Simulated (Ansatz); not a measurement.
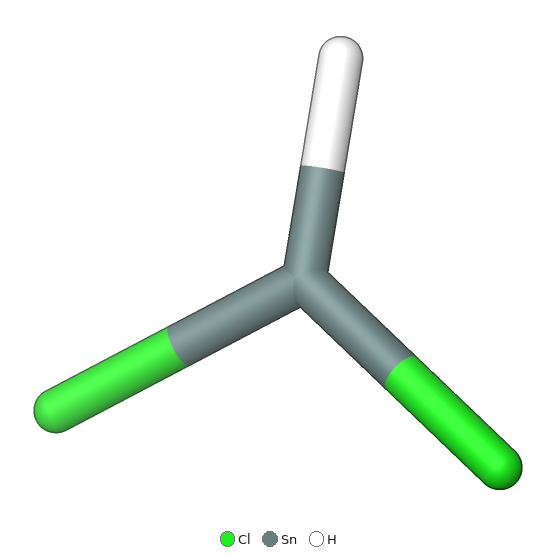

State: charge +1, singlet. Computed geometry: PBE0-D4/def2-TZVP optimisation. No frequency run is at hand to confirm it as a minimum. Properties computed with RKS PBE0-D4/def2-TZVPP, core potentials on Sn (Ansatz 0.2.0).

Computed properties:

The species is Cl2HSn(+) (`[Cl][SnH+][Cl]`).
- HOMO energy (Kohn–Sham orbital): −15.05 eV
- LUMO energy (Kohn–Sham orbital): −8.79 eV
- HOMO–LUMO gap: 6.27 eV
